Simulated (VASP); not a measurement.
Band structure of TiSi$_{2}$ (space group Fddd). Method: PBE GGA, VASP's PBE PAW potentials (set 64) (plane waves; VASP).

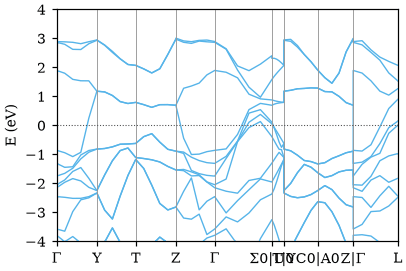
Fig. 1. Bands along high-symmetry lines, zero at the valence-band maximum or, without a gap, the Fermi level

Q: Read the plot: is there a gap, and where are the band edges?

A: It has no gap at this level: it comes out as a metal or semimetal.

The structure comes from a computed database's TiSi2 entry; how it stands against other phases isn't given here. The cell was not relaxed at this level.
